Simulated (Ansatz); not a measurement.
# V2Ga4Pt, from a guessed structure to a relaxed one, part 2 of 2

Starting from a made-up structure for V2Ga4Pt, the aim is the relaxed cell, its shortest contacts and, where a second run follows, its electronic structure.

Ansatz 0.2.0; DFT, PBE, plane-wave PAW, files of the set soft_1, scalar-relativistic, ferromagnetic start, cell and ions relaxed at zero pressure; PAW set soft_1 (the session's first sound run).

So far: The starting structure; Relaxation of the guess. The relaxed cell has a = 6.391, c = 5.293 Å (conventional setting).

## Step 3: Electronic structure of the relaxed cell

With the geometry fixed, one more self-consistent run, with a narrower smearing and the mesh shown in its input, gives the bands, and its pressure, and its forces where symmetry allows any, show how far the geometry depends on these settings.

This step: DFT, PBE, plane-wave PAW, files of the set soft_1, scalar-relativistic, no spin, bands and density of states at the relaxed cell; PAW set soft_1 (Ansatz 0.2.0).

Input file input.yaml:

```yaml
crystal:
  lattice:
    - [-3.1957063025, 3.1957063025, 2.6465727156]
    - [3.1957063025, -3.1957063025, 2.6465727156]
    - [3.1957063025, 3.1957063025, -2.6465727156]
  atoms:
    - { symbol: Pt, position: [0.0, 0.0, 0.0] }
    - { symbol: Ga, position: [0.7139075851, 0.2860924149, 0.0] }
    - { symbol: Ga, position: [0.2860924149, 0.7139075851, 0.0] }
    - { symbol: Ga, position: [0.7139075851, 0.7139075851, 0.4278151702] }
    - { symbol: Ga, position: [0.2860924149, 0.2860924149, 0.5721848298] }
    - { symbol: V, position: [0.25, 0.75, 0.5] }
    - { symbol: V, position: [0.75, 0.25, 0.5] }
kpoints:
  mp_grid: { grid: [8, 8, 8] }
  band_path:
    path:
      - [[0.0, 0.0, 0.0], [0.0, 0.0, 0.5], [-0.5, 0.5, 0.5], [0.0, 0.0, 0.0], [0.4214644, 0.4214644, -0.4214644], [0.25, 0.25, 0.25], [0.0, 0.5, 0.0], [-0.4214644, 0.5785356, 0.4214644], [-0.5, 0.5, 0.5]]
      - [[0.0, 0.0, 0.5], [0.25, 0.25, 0.25]]
    npoints: 8
scf:
  occupations: { method: fermi_dirac, width: 0.03 }
  n_extra_bands: 11
hamiltonian:
  xc: pbe
  pseudopotentials: { kind: paw, azcp: { folder: soft_1 } }
output:
  forces: true
  stress: true
  write_bands: true
  dos: { projected: true }
  write_density: true
  write_potential: true
  elf: true
  volumetric_format: npy
```

On the command line:

```
$ ansatz run input.yaml --threads 4 --pin off --max-ram 10240MiB --backend cpu --events-out ev --progress --plain --runs-dir out
```

Numbers of over 12 decimals in the logs are rounded to 6 here.

What it wrote:

```text
[...]
Crystal: 7 atoms, lattice volume = 108.113 Å³
Basis set: ecut = 420 eV, 2121 PW (Γ), exchange–correlation on 72×72×72 points (8 copies of the dense FFT grid, shifted against one another)
Bands: 59, of which v1, the nominal top of the filled ones, is band 48 counted from 1 (47 counted from 0)
Symmetry: 16 space group operations
[...]
k-points: 59 of 512
[...]
SCF iter   1: F=—  HF=-33510.509777 eV  |F-HF|=—  |Δ(HF+E_count)|=         —  Δρ=4.51e-1  dr2=5.43e2  ethr=3.10e-3  ⟨swp⟩=5.2  Hψ=10874  notcnv=0  defer=4
[...]
SCF iter  11: F=-33482.595761 eV  HF=-33482.595761 eV  |F-HF|=2.06e-8  |Δ(HF+E_count)|=   6.69e-8  Δρ=4.81e-6  dr2=3.81e-8  ethr=1.04e-10  ⟨swp⟩=13.4  Hψ=22429  notcnv=0
SCF 1 converged in 11 iterations: F = -33482.595761 eV  dr2 = 3.81e-8
[...]
NSCF: frozen V_eff on 74 k-points
SCF converged after 11 iterations
Free energy (F): -33482.595761 eV
[...]
Internal energy: -33482.584187 eV  (E = F + TS)
E sigma→0 (E₀):  -33482.589974 eV
Entropy (-TS):   -0.011574 eV (-1.653 meV/atom)
Fermi energy:    14.618203 eV
[...]
--- Forces (eV/Å), atoms counted from 1 ---
  atom   1  Pt    -0.00000000     0.00000000     0.00000000
  atom   2  Ga    -0.00233359     0.00233359    -0.00000000
  atom   3  Ga     0.00233359    -0.00233359     0.00000000
  atom   4  Ga     0.00233359     0.00233359    -0.00000000
  atom   5  Ga    -0.00233359    -0.00233359     0.00000000
  atom   6  V     -0.00000000     0.00000000     0.00000000
  atom   7  V      0.00000000    -0.00000000     0.00000000
  max |Σ_I F_I| component: 9.11e-18 eV/Å
--- Stress (GPa, compression-positive) ---
        0.080545       0.000000       0.000000
        0.000000       0.080545       0.000000
        0.000000       0.000000      -0.166481
  P = ⅓ Tr σ = -0.0018 GPa (-0.018 kbar)
--- Band table (eV; the first three rows and the last of 59) ---
  k-point 0: bands = [... 44 lower, 12.9804, 13.8867, 14.5729, 14.7443, 14.7443, 14.9012, 15.2128, 15.5257, ... 7 higher]
  k-point 1: bands = [... 44 lower, 13.1186, 13.5877, 14.2246, 14.7216, 14.8430, 15.0390, 15.3556, 15.8433, ... 7 higher]
  k-point 2: bands = [... 44 lower, 12.9720, 13.3710, 13.8243, 14.9758, 15.0846, 15.1329, 15.1869, 15.9672, ... 7 higher]
  k-point 58: bands = [... 44 lower, 12.3421, 12.7300, 13.5056, 13.8544, 14.9631, 15.6248, 15.9575, 15.9575, ... 7 higher]
```

Elapsed: 13 s, on 4 threads of Arm Neoverse V1, shared host; peak memory 0.72 GiB.

Reading the cycles: dr2 is the Hartree energy of the density residual (eV), the measure of convergence; HF is the Harris–Foulkes estimate of the energy, which meets the free energy F at convergence.

Numbers from this step:

```
free energy             : -33482.5958 eV
energy at zero smearing : -33482.5900 eV
smearing term TS        : 0.01157 eV
Fermi energy            : 14.62 eV
pressure                : -0.001797 GPa
```

From bands.tsv, the bands that come nearest the Fermi level along the path, at its corners, in eV from the Fermi level:

| point | band 45 | band 46 | band 47 | band 48 | band 49 | band 50 | band 51 | band 52 |
| --- | --- | --- | --- | --- | --- | --- | --- | --- |
| Γ | -1.64 | -0.73 | -0.05 | 0.13 | 0.13 | 0.28 | 0.59 | 0.91 |
| X | -2.07 | -1.13 | -1.07 | 0.48 | 0.52 | 0.56 | 0.61 | 1.29 |
| M | -2.28 | -1.89 | -1.11 | -0.76 | 0.34 | 1.01 | 1.34 | 1.34 |
| Γ | -1.64 | -0.73 | -0.05 | 0.13 | 0.13 | 0.28 | 0.59 | 0.91 |
| Z | -2.23 | -1.67 | -1.04 | -0.71 | 0.36 | 1.00 | 1.18 | 1.18 |
| P | -0.71 | -0.71 | -0.20 | -0.05 | -0.02 | -0.02 | -0.02 | 0.99 |
| N | -1.19 | -1.07 | -0.58 | -0.27 | -0.16 | 0.63 | 0.94 | 0.99 |
| Z1 | -2.23 | -1.67 | -1.04 | -0.71 | 0.36 | 1.00 | 1.18 | 1.18 |
| M | -2.28 | -1.89 | -1.11 | -0.76 | 0.34 | 1.01 | 1.34 | 1.34 |
| X | -2.07 | -1.13 | -1.07 | 0.48 | 0.52 | 0.56 | 0.61 | 1.29 |
| P | -0.71 | -0.71 | -0.20 | -0.05 | -0.02 | -0.02 | -0.02 | 0.99 |

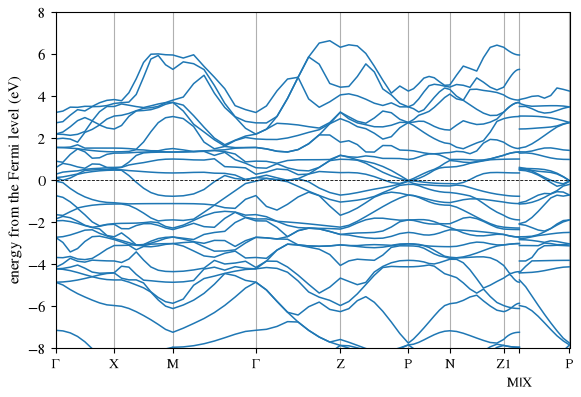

Bands along the path. 32 bands lie wholly below the window drawn.

Counts of states for the cell as run, both spins, by energy window (eV from the Fermi level): Near the top, bands beyond those computed are missing, so counts there can be too low.

```csv
from,to,total
-8,-7,2.09
-7,-6,1.41
-6,-5,1.62
-5,-4,3.17
-4,-3,5.91
-3,-2,5.81
-2,-1,4.58
-1,0,4.45
0,1,5.88
1,2,5.95
2,3,3.18
```

Below -8 eV lie 66.9 more states.

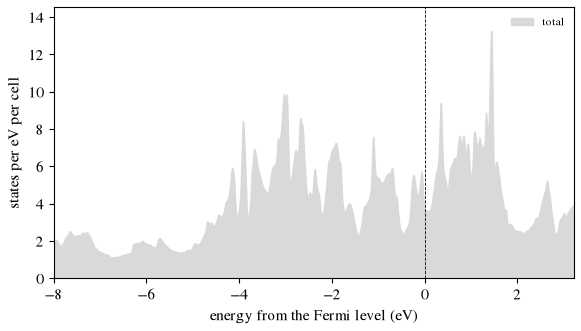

Total density of states, smoothed over about 0.04 eV.

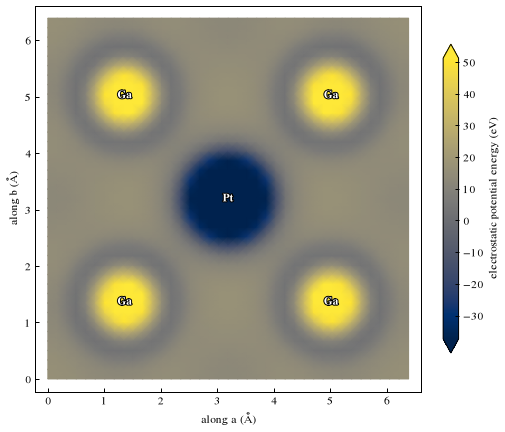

Electrostatic potential energy in the ab plane of the conventional cell at fractional z = 0.000, with atoms of Pt and Ga within 0.2 Å of it. With pseudopotentials it is smooth inside the atoms' cores, unlike the true potential. The map starts off the cell's origin, so that atoms lie inside it.

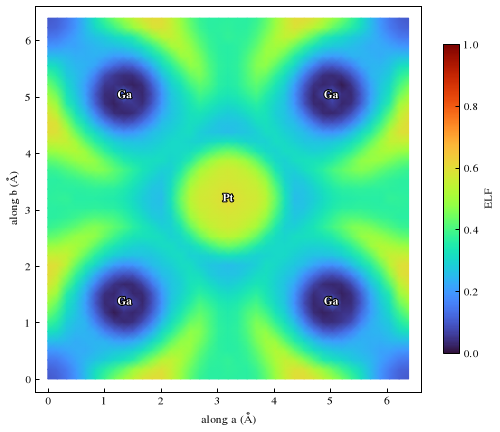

ELF in the ab plane of the conventional cell at fractional z = 0.000, with atoms of Pt and Ga within 0.2 Å of it. It is the smooth field of the valence electrons, not physical close to the nuclei. The map starts off the cell's origin, so that atoms lie inside it.

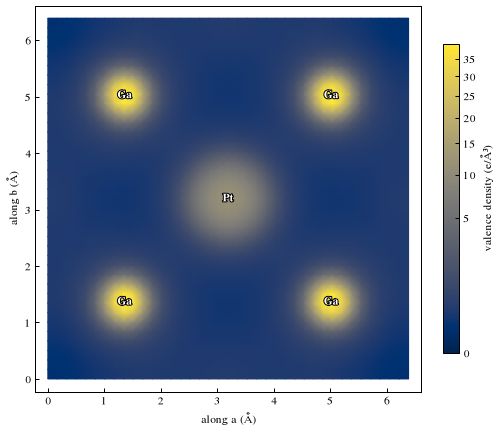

Valence density in the ab plane of the conventional cell at fractional z = 0.000, with atoms of Pt and Ga within 0.2 Å of it. It is the smooth field of the valence electrons, not physical close to the nuclei. The map starts off the cell's origin, so that atoms lie inside it. The colour scale is stretched toward low values.

## Step 4: Results

| Property | Result |
| --- | --- |
| space group, relaxed | I4/mmm |
| conventional cell | a = 6.391, b = 6.391, c = 5.293 Å; α = 90.0°, β = 90.0°, γ = 90.0° |
| volume per atom | 15.44 Å³ (guess 14.32) |
| total moment | 0.00 μB in the cell of 7 atoms |

In words: V2Ga4Pt relaxes to I4/mmm with a = 6.391, b = 6.391 and c = 5.293 Å. The guessed volume was 7 % too small. The space group I4/mmm was held in the relaxation, so the end point is a stationary structure within it and may be a saddle against distortions or other arrangements. The moments died out from this one start and weren't seeded again at the relaxed cell. Bands cross the Fermi level, so it is a metal or semimetal at this level. On the 8×8×8 mesh with the narrower smearing (relaxed on 7×7×7) the largest force component is 0.002 eV/Å and the largest stress component is 0.166 GPa, against the relaxation's thresholds of 0.015 eV/Å and 0.05 GPa. The cutoff wasn't tested. Spin-orbit coupling is left out, which can matter for elements this heavy. No dispersion term is used, so weakly bound directions may come out too long. Nothing here tests whether the compound is stable against decomposition.

[Logs are printed without paths, hosts, clocks, repeated set-up lines and the standing remarks that a program may print on its own settings, such as how far it seeks lower states.]

[Hosts, paths, dates, database ids (printed as entryN), source tags and the programs' standing remarks are cut or masked in the printed files.]
